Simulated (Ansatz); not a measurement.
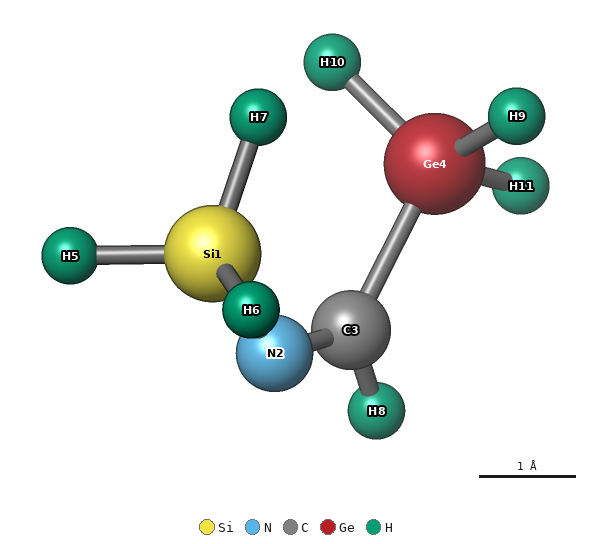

Fig. 1: The input geometry (ball-and-stick view, seen at a tilt; atoms are numbered from 1 in the order of the input). Sticks mark near contacts.

## Nudged elastic band, with input and output: CH₇GeNSi (part 1 of 2)

- system: CH₇GeNSi
- method: RKS PBE0-D4/def2-SVP (Ansatz 0.2.0)

It belongs to a series of runs on one base structure; here: band between the two ends. Figures and captions count atoms from 1; the log counts them from 0 in places.

Input:
```yaml
crystal:
  periodic: [false, false, false]
  atoms:
    - { symbol: Si, position_ang: [-1.074948, 1.507219, -0.450167] }
    - { symbol: "N", position_ang: [-1.362101, -0.196407, -0.164297] }
    - { symbol: C, position_ang: [-0.568583, -1.13323, 0.134297] }
    - { symbol: Ge, position_ang: [1.405129, -1.033501, 0.40823] }
    - { symbol: H, position_ang: [-1.543266, 1.808976, -1.83248] }
    - { symbol: H, position_ang: [-1.894672, 2.265966, 0.536475] }
    - { symbol: H, position_ang: [0.362233, 1.924635, -0.31794] }
    - { symbol: H, position_ang: [-0.998182, -2.150029, 0.266096] }
    - { symbol: H, position_ang: [1.734585, -0.05195, 1.546523] }
    - { symbol: H, position_ang: [2.095666, -0.558205, -0.882284] }
    - { symbol: H, position_ang: [1.909439, -2.440373, 0.776048] }
basis:
  gaussian: { orbitals: def2-SVP }
hamiltonian:
  xc: pbe0
  dispersion: d4
neb:
  order_check: false
  images: 5
  f_tol: 0.03
  max_iterations: 60
  final_atoms:
    - { symbol: Si, position_ang: [-1.06427452, 1.25053532, -0.31019125] }
    - { symbol: "N", position_ang: [-1.08085062, -0.54112873, -0.56285674] }
    - { symbol: C, position_ang: [-0.18236371, -1.45721619, -0.27903288] }
    - { symbol: Ge, position_ang: [1.51509366, -0.93005394, 0.56853896] }
    - { symbol: H, position_ang: [-2.34338154, 1.75507169, -0.89022845] }
    - { symbol: H, position_ang: [-0.994909, 1.54335801, 1.14696639] }
    - { symbol: H, position_ang: [0.10539336, 1.83026142, -1.02371518] }
    - { symbol: H, position_ang: [-1.93022895, -0.90341799, -1.01290759] }
    - { symbol: H, position_ang: [1.77970598, 0.54256723, 1.0083752] }
    - { symbol: H, position_ang: [2.6114629, -1.32389658, -0.43882925] }
    - { symbol: H, position_ang: [1.64965244, -1.82297923, 1.81438181] }
  initial_path:
    images:
      - { positions_ang: [[-1.074948, 1.507219, -0.450167], [-1.362101, -0.196407, -0.164297], [-0.568583, -1.13323, 0.134297], [1.405129, -1.033501, 0.40823], [-1.543266, 1.808976, -1.83248], [-1.894672, 2.265966, 0.536475], [0.362233, 1.924635, -0.31794], [-0.998182, -2.150029, 0.266096], [1.734585, -0.05195, 1.546523], [2.095666, -0.558205, -0.882284], [1.909439, -2.440373, 0.776048]] }
      - { positions_ang: [[-1.02491298, 1.42689279, -0.47306702], [-1.33204654, -0.281298, -0.24056499], [-0.52962561, -1.19611578, 0.09560953], [1.4213345, -0.98370636, 0.47439828], [-1.75617646, 1.85847226, -1.57784836], [-1.48142783, 2.13540775, 0.62207734], [0.2991952, 1.80084274, -0.69412455], [-1.21627718, -2.00492357, 0.05598952], [1.597025, -0.00047379, 1.6485664], [2.11827722, -0.45193805, -0.76494256], [1.96993469, -2.36005899, 0.87440742]] }
      - { positions_ang: [[-0.97487795, 1.34656657, -0.49596704], [-1.30199208, -0.36618901, -0.31683297], [-0.49066823, -1.25900156, 0.05692205], [1.43754001, -0.93391173, 0.54056655], [-1.96908693, 1.90796851, -1.32321672], [-1.06818366, 2.00484951, 0.70767967], [0.23615739, 1.67705049, -1.0703091], [-1.43437237, -1.85981813, -0.15411697], [1.459465, 0.05100242, 1.7506098], [2.14088844, -0.34567109, -0.64760112], [2.03043037, -2.27974498, 0.97276684]] }
      - { positions_ang: [[-0.92484293, 1.26624036, -0.51886706], [-1.27193763, -0.45108001, -0.39310096], [-0.45171084, -1.32188733, 0.01823458], [1.45374551, -0.88411709, 0.60673483], [-2.18199739, 1.95746477, -1.06858509], [-0.65493948, 1.87429126, 0.79328201], [0.17311959, 1.55325823, -1.44649365], [-1.65246755, -1.7147127, -0.36422345], [1.32190501, 0.10247863, 1.8526532], [2.16349966, -0.23940414, -0.53025969], [2.09092606, -2.19943097, 1.07112627]] }
      - { positions_ang: [[-0.97132013, 1.26100535, -0.44930846], [-1.20824196, -0.48109625, -0.44968622], [-0.36192846, -1.36699695, -0.08085457], [1.47419489, -0.89942937, 0.59400287], [-2.23579211, 1.89000041, -1.00913287], [-0.76826266, 1.76398018, 0.9111768], [0.15054418, 1.64559262, -1.30556749], [-1.74505468, -1.44428113, -0.5804515], [1.47450533, 0.24917483, 1.5712272], [2.31282074, -0.60090162, -0.49978287], [1.94383485, -2.07394705, 1.31887811]] }
      - { positions_ang: [[-1.01779732, 1.25577033, -0.37974985], [-1.14454629, -0.51111249, -0.50627148], [-0.27214609, -1.41210657, -0.17994373], [1.49464428, -0.91474166, 0.58127091], [-2.28958682, 1.82253605, -0.94968066], [-0.88158583, 1.6536691, 1.0290716], [0.12796877, 1.73792702, -1.16464134], [-1.83764181, -1.17384956, -0.79667954], [1.62710565, 0.39587103, 1.2898012], [2.46214182, -0.9623991, -0.46930606], [1.79674365, -1.94846314, 1.56662996]] }
      - { positions_ang: [[-1.06427452, 1.25053532, -0.31019125], [-1.08085062, -0.54112873, -0.56285674], [-0.18236371, -1.45721619, -0.27903288], [1.51509366, -0.93005394, 0.56853896], [-2.34338154, 1.75507169, -0.89022845], [-0.994909, 1.54335801, 1.14696639], [0.10539336, 1.83026142, -1.02371518], [-1.93022895, -0.90341799, -1.01290759], [1.77970598, 0.54256723, 1.0083752], [2.6114629, -1.32389658, -0.43882925], [1.64965244, -1.82297923, 1.81438181]] }
```

Run on 2 threads of Intel Xeon (Granite Rapids), 16 GiB of memory available, shared host.

Command:
```bash
ansatz run input.yaml --threads 2 --pin off --max-ram 3072MiB --backend cpu --events-out ev --progress --plain --runs-dir out
```

Output:
```
Engine: ansatz 0.2.0, x86_64-unknown-linux-gnu
Functional definition: PBE0
  parameter a = 0.25
  parameter kappa = 0.804
  parameter beta = 0.06672455060314922
  exchange = (1 - a)*pbe_x(kappa = kappa, mu = beta*pi^2/3) + a*exact_x
  correlation = pbe_c(beta = beta)
1229 factors; integrals over basis functions are off by at most 3.9e-4 eV
mean field evaluation 1: about -67006.9060 eV, gradient 4.2e1 eV
mean field evaluation 2: about -66999.7246 eV, gradient 6.8e1 eV
mean field evaluation 4: about -67010.6396 eV, gradient 5.1e0 eV
mean field evaluation 8: about -67010.7157 eV, gradient 1.2e-1 eV
mean field evaluation 16: about -67010.7157 eV, gradient 4.2e-5 eV
mean field -67010.71574100 eV, -2462.5983819872 hartree, gradient 4.2e-5 eV, S^2 0.000000; 0 other end points of the search recorded, 0 dependent functions left out
the calculation of the forces begins
reference -67010.71577136 eV, -2462.5983831030 hartree; 33, 33 occupied and 80, 80 virtual orbitals, 1229 factors
1230 factors; integrals over basis functions are off by at most 1.1e-3 eV
mean field -67009.15449344 eV, -2462.5410071978 hartree, gradient 1.9e-5 eV, S^2 0.000000; 0 other end points of the search recorded, 0 dependent functions left out
[... from here on the field's lines of each further geometry are left out, up to the last ...]
NEB iter   1: max|band force component| = 4.359e0 eV/Å  barrier→ = 3.6971 eV  barrier← = 2.1389 eV  Δτ_max = 0.2000 Å  (183 SCF iters)
NEB iter   2: max|band force component| = 2.520e0 eV/Å  barrier→ = 2.9197 eV  barrier← = 1.3615 eV  Δτ_max = 0.2000 Å  (154 SCF iters)
NEB iter   3: max|band force component| = 2.832e0 eV/Å  barrier→ = 2.5872 eV  barrier← = 1.0290 eV  Δτ_max = 0.0999 Å  (155 SCF iters)
NEB iter   4: max|band force component| = 1.850e0 eV/Å  barrier→ = 2.0861 eV  barrier← = 0.5279 eV  Δτ_max = 0.1005 Å  (154 SCF iters)
NEB iter   5: max|band force component| = 8.234e-1 eV/Å  barrier→ = 1.9482 eV  barrier← = 0.3900 eV  Δτ_max = 0.0693 Å  (155 SCF iters)
NEB iter   6: max|band force component| = 5.454e-1 eV/Å  barrier→ = 1.8676 eV  barrier← = 0.3094 eV  Δτ_max = 0.2000 Å  (155 SCF iters)
NEB iter   7: max|band force component| = 2.053e0 eV/Å  barrier→ = 1.7226 eV  barrier← = 0.1644 eV  Δτ_max = 0.1011 Å  (154 SCF iters)
NEB iter   8: max|band force component| = 2.970e0 eV/Å  barrier→ = 1.8221 eV  barrier← = 0.2639 eV  CI = image 3  Δτ_max = 0.2000 Å  (149 SCF iters)
NEB iter   9: max|band force component| = 3.769e0 eV/Å  barrier→ = 2.7438 eV  barrier← = 1.1856 eV  CI = image 3  Δτ_max = 0.1980 Å  (151 SCF iters)
NEB iter  10: max|band force component| = 2.780e0 eV/Å  barrier→ = 3.5518 eV  barrier← = 1.9936 eV  CI = image 3  Δτ_max = 0.1962 Å  (156 SCF iters)
NEB iter  11: max|band force component| = 1.126e0 eV/Å  barrier→ = 3.4747 eV  barrier← = 1.9165 eV  CI = image 3  Δτ_max = 0.1985 Å  (147 SCF iters)
NEB iter  12: max|band force component| = 4.517e-1 eV/Å  barrier→ = 3.4151 eV  barrier← = 1.8569 eV  CI = image 3  Δτ_max = 0.0976 Å  (143 SCF iters)
NEB iter  13: max|band force component| = 3.881e-1 eV/Å  barrier→ = 3.4003 eV  barrier← = 1.8421 eV  CI = image 3  Δτ_max = 0.1840 Å  (142 SCF iters)
NEB iter  14: max|band force component| = 4.406e-1 eV/Å  barrier→ = 3.3914 eV  barrier← = 1.8332 eV  CI = image 3  Δτ_max = 0.0922 Å  (149 SCF iters)
NEB iter  15: max|band force component| = 4.324e-1 eV/Å  barrier→ = 3.3889 eV  barrier← = 1.8307 eV  CI = image 3  Δτ_max = 0.0923 Å  (145 SCF iters)
NEB iter  16: max|band force component| = 1.630e-1 eV/Å  barrier→ = 3.3863 eV  barrier← = 1.8281 eV  CI = image 3  Δτ_max = 0.1840 Å  (138 SCF iters)
NEB iter  17: max|band force component| = 2.004e-1 eV/Å  barrier→ = 3.3829 eV  barrier← = 1.8247 eV  CI = image 3  Δτ_max = 0.0923 Å  (144 SCF iters)
NEB iter  18: max|band force component| = 3.143e-1 eV/Å  barrier→ = 3.3783 eV  barrier← = 1.8201 eV  CI = image 3  Δτ_max = 0.0924 Å  (151 SCF iters)
NEB iter  19: max|band force component| = 3.969e-1 eV/Å  barrier→ = 3.3733 eV  barrier← = 1.8151 eV  CI = image 3  Δτ_max = 0.1842 Å  (142 SCF iters)
NEB iter  20: max|band force component| = 6.344e-1 eV/Å  barrier→ = 3.3647 eV  barrier← = 1.8065 eV  CI = image 3  Δτ_max = 0.2000 Å  (148 SCF iters)
NEB iter  21: max|band force component| = 9.050e-1 eV/Å  barrier→ = 3.3565 eV  barrier← = 1.7983 eV  CI = image 3  Δτ_max = 0.1993 Å  (151 SCF iters)
NEB iter  22: max|band force component| = 8.764e-1 eV/Å  barrier→ = 3.3521 eV  barrier← = 1.7939 eV  CI = image 3  Δτ_max = 0.1980 Å  (149 SCF iters)
NEB iter  23: max|band force component| = 4.965e-1 eV/Å  barrier→ = 3.3503 eV  barrier← = 1.7921 eV  CI = image 3  Δτ_max = 0.1023 Å  (148 SCF iters)
NEB iter  24: max|band force component| = 2.913e-1 eV/Å  barrier→ = 3.3497 eV  barrier← = 1.7915 eV  CI = image 3  Δτ_max = 0.0281 Å  (147 SCF iters)
NEB iter  25: max|band force component| = 1.200e-1 eV/Å  barrier→ = 3.3493 eV  barrier← = 1.7911 eV  CI = image 3  Δτ_max = 0.0279 Å  (139 SCF iters)
NEB iter  26: max|band force component| = 3.745e-2 eV/Å  barrier→ = 3.3491 eV  barrier← = 1.7910 eV  CI = image 3  Δτ_max = 0.0140 Å  (132 SCF iters)
NEB iter  27: max|band force component| = 4.989e-2 eV/Å  barrier→ = 3.3490 eV  barrier← = 1.7908 eV  CI = image 3  Δτ_max = 0.0070 Å  (126 SCF iters)
NEB iter  28: max|band force component| = 5.877e-2 eV/Å  barrier→ = 3.3489 eV  barrier← = 1.7907 eV  CI = image 3  Δτ_max = 0.0035 Å  (125 SCF iters)
NEB iter  29: max|band force component| = 2.789e-2 eV/Å  barrier→ = 3.3488 eV  barrier← = 1.7906 eV  CI = image 3  Δτ_max = 0.0070 Å  (113 SCF iters)
NEB iter  30: max|band force component| = 3.290e-2 eV/Å  barrier→ = 3.3487 eV  barrier← = 1.7905 eV  CI = image 3  Δτ_max = 0.0140 Å  (25 SCF iters)
NEB iter  31: max|band force component| = 3.682e-2 eV/Å  barrier→ = 3.3485 eV  barrier← = 1.7904 eV  CI = image 3  Δτ_max = 0.0140 Å  (127 SCF iters)
NEB iter  32: max|band force component| = 3.247e-2 eV/Å  barrier→ = 3.3483 eV  barrier← = 1.7902 eV  CI = image 3  Δτ_max = 0.0140 Å  (122 SCF iters)
```
